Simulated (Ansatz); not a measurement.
Input file:

```
crystal:
  lattice:
    - [2.8529287879, 0.0, 0.0]
    - [0.0, 2.8529287879, 0.0]
    - [0.0, 0.0, 11.8372246639]
  atoms:
    - { symbol: Al, position: [0.0, 0.0, 0.8455960448] }
    - { symbol: Al, position: [0.0, 0.0, 0.1544039552] }
    - { symbol: Al, position: [0.5, 0.5, 0.3264638914] }
    - { symbol: Al, position: [0.0, 0.0, 0.5] }
    - { symbol: Al, position: [0.5, 0.5, 0.6735361086] }
    - { symbol: B, position: [0.5, 0.5, 0.0] }
    - { symbol: "N", position: [0.0, 0.0, 0.0] }
    - { symbol: "N", position: [0.5, 0.5, 0.1506130465] }
    - { symbol: "N", position: [0.0, 0.0, 0.3271145789] }
    - { symbol: "N", position: [0.5, 0.5, 0.5] }
    - { symbol: "N", position: [0.0, 0.0, 0.6728854211] }
    - { symbol: "N", position: [0.5, 0.5, 0.8493869535] }
basis:
  ecutwfc: 420
kpoints:
  mp_grid: { grid: [10, 10, 4] }
hamiltonian:
  xc: pbe
scf:
  occupations: { method: gaussian, width: 0.02 }
output:
  forces: true
  stress: true
  eigenvalues: true
  write_density: true
  write_potential: true
  elf: true
  volumetric_format: npy
relax:
  adjacent_minimum: "off"
  f_tol: 0.01
  max_steps: 80
  cell: { stress_tol: 0.05 }
```

Run with:

```sh
ansatz run input.yaml --threads 1 --pin off --max-ram 2560MiB --backend cpu --events-out ev --progress --plain --runs-dir out
```

Below, planes, directions and counts refer to the conventional cell (a = 2.85 Å, b = 2.85 Å, c = 11.84 Å, α = 90.00°, β = 90.00°, γ = 90.00°).

The fields are those of the run's last geometry, not of the input's.

Space group P4/mmm; a structure generated by program, which may or may not match a known phase.

All numbers below come from DFT PBE, scalar-relativistic, plane waves, PAW (Ansatz 0.2.0).

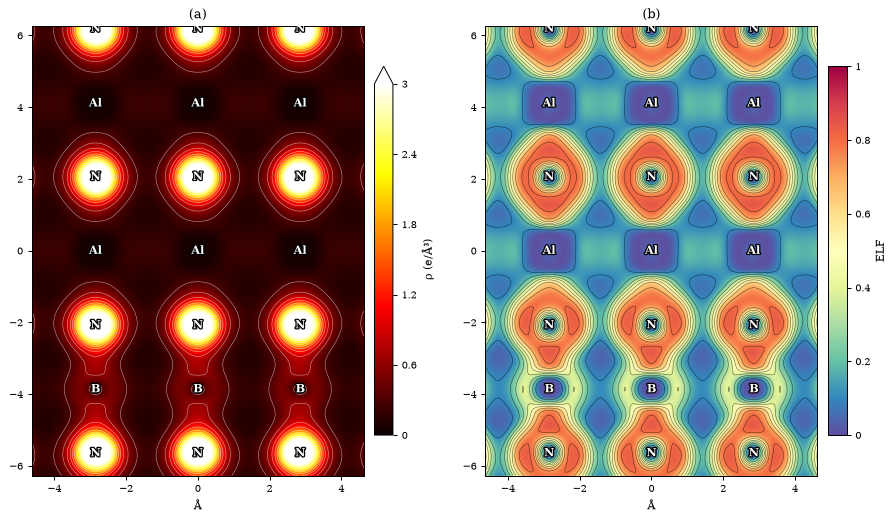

Al5BN6. (a) valence electron density; (b) ELF on the (100) plane of the conventional cell.

The density is the valence pseudo-density of a PAW calculation; it isn't the true density close to the nuclei.

What do the fields say about this system?

- The plane passes through Al, B and N nuclei.
- B–N (1.78 Å): the density is about 0.87 e/Å³ at the midpoint; the ELF peaks at about 0.85 between the atoms.
- Al–N (2.08 Å): ρ at the midpoint is about 0.45 e/Å³; the ELF peaks at about 0.80 in the valence shell of N, 0.8 Å from its nucleus, and is about 0.70 at the midpoint.
- Between the atoms the lowest density in this plane is 0.11 e/Å³.
